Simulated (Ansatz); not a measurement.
# Abstraction of H: Si2H6O2 + CHI2 → Si2H5O2 + CH2I2

Gas-phase species: Si2H6O2 `O[SiH2][SiH2]O`, singlet; CHI2 `I[CH]I`, doublet; Si2H5O2 `O[SiH][SiH2]O`, doublet; CH2I2 (diiodomethane) `ICI`, singlet. A radical takes H: the energy is the difference in strength between the Si–H bond broken and the C–H bond made.

Shapes, held fixed at every level: PBE0-D4/def2-TZVP. Flexible molecules stand in one conformer, not always the lowest. Programs: Ansatz 0.2.0. Electronic energies: no zero-point or thermal term.

```
               level                   kind  ΔE (kJ/mol)  less CCSD(T)/def2-TZVPP
      MP2/def2-TZVPP    perturbation theory        -57.8                    -15.2
   PBE-D4/def2-TZVPP                    GGA        -49.4                     -6.8
r2SCAN-D4/def2-TZVPP               meta-GGA        -40.4                     +2.2
 B3LYP-D4/def2-TZVPP          global hybrid        -42.5                     +0.1
  PBE0-D4/def2-TZVPP          global hybrid        -47.7                     -5.1
   B2PLYP/def2-TZVPP          double hybrid        -42.7                     -0.1
     CCSD/def2-TZVPP  coupled cluster or CI        -40.3                     +2.3
  CCSD(T)/def2-TZVPP  coupled cluster or CI        -42.6                      0.0
```

The highest level, CCSD(T)/def2-TZVPP, gives ΔE = -42.6 kJ/mol; the levels span -57.8 to -40.3. The column of differences is taken from that level and isn't an error. No measured value is set beside it here. Spin contamination: CHI2 (⟨S²⟩ up to 0.78). Open shells run unrestricted. For atoms past krypton def2 sets carry core potentials with scalar relativity. Outer-core shells of I are correlated, in sets that cover them unevenly.

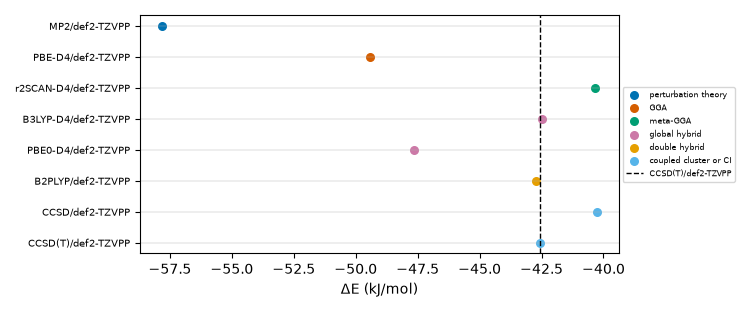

The values of the table, level by level.
